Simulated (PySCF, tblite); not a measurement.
# C7H7NOSi: geometry, infrared bands and NMR shifts

What infrared bands and NMR shifts should C7H7NOSi (`N#Cc1cccc(O[SiH3])c1`) show?

Programs: tblite 0.8.0 and PySCF 2.14.0, with density-fitted response routines of our own. Each step states its level of theory. These are calculated values for one molecule in the gas phase, unless marked as measured. Atoms are numbered from 0 throughout.

## Step 1: Starting geometry

17 atoms, charge 0, multiplicity 1; geometry from: force field or distance geometry start.

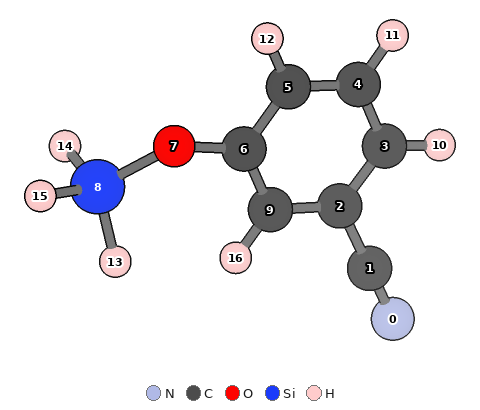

As it starts; nitrogen light blue, carbon dark grey, oxygen red, silicon blue, hydrogen pink, atoms numbered.

## Step 2: Optimising the geometry with GFN2-xTB

What the job is given:

```
{"job": {"kind": "relax", "xc": "GFN2-xTB", "basis": "xTB"}, "charge": 0, "multiplicity": 1}
N     -2.610100     2.462400    -1.946100
C     -2.108600     1.674500    -1.256400
C     -1.461800     0.701000    -0.388300
C     -2.289600    -0.156900     0.293200
C     -1.713400    -1.111700     1.144300
C     -0.342300    -1.152100     1.244900
C      0.477600    -0.258900     0.532800
O      1.858100    -0.372900     0.714600
Si     3.046500    -0.096700    -0.488900
C     -0.097900     0.685300    -0.296300
H     -3.373900    -0.113600     0.195900
H     -2.346300    -1.817800     1.702700
H      0.120700    -1.898400     1.918900
H      2.712000     1.127500    -1.242400
H      3.204000    -1.211800    -1.413900
H      4.375900     0.174200     0.122300
H      0.542100     1.377900    -0.847200
```

Started as:

```
> OMP_NUM_THREADS=1 python probes_run.py task.json out
```

The driver reads the jobs from task.json and runs them one after another.

**Question.** This job is followed by: GFN2-xTB harmonic vibrations, gas phase; GIAO PBE0/pcSseg-1 NMR shielding, non-relativistic, gas phase. Predict these results of the whole session: strongest single infrared mode (GFN2-xTB); zero-point energy (GFN2-xTB); 13C shifts against TMS (PBE0/pcSseg-1); 1H shifts against TMS (PBE0/pcSseg-1, means over atoms taken as alike); 15N shifts against NH3 (PBE0/pcSseg-1); 17O shifts against H2O (PBE0/pcSseg-1); 29Si shifts against TMS (PBE0/pcSseg-1).

**Answer**, as computed:

| quantity | value |
| --- | --- |
| strongest single infrared mode (GFN2-xTB) | 2246 cm⁻¹, 395 km/mol |
| zero-point energy (GFN2-xTB) | 71.9 kcal/mol |
| 13C shifts against TMS (PBE0/pcSseg-1) | 162.6, 136.4, 132.3, 130.3, 124.1, 123.9, 118.3 ppm |
| 1H shifts against TMS (PBE0/pcSseg-1, means over atoms taken as alike) | 7.70, 7.58, 7.47, 7.11, 5.18 ppm |
| 15N shifts against NH3 (PBE0/pcSseg-1) | 316.0 ppm |
| 17O shifts against H2O (PBE0/pcSseg-1) | 96.8 ppm |
| 29Si shifts against TMS (PBE0/pcSseg-1) | -41.2 ppm |

The optimisation took 119 steps and gained 0.451 eV; among the close pairs (by a distance rule), O7–Si8 changed most, from 1.714 to 1.632 Å. No mode is imaginary among the 45: a minimum at this level. The strongest single mode, at 2246 cm⁻¹, moves mainly H14 and H13. Unscaled tight-binding wavenumbers are off by several per cent, some by more. Its intensities can rank the bands wrongly. At PBE0/pcSseg-1: The widest tensor belongs to N0: span 437 ppm, with a paramagnetic part of -389 ppm. NICS(1)zz of -27 ppm above the planar ring from C2 marks a diatropic (aromatic) ring current.
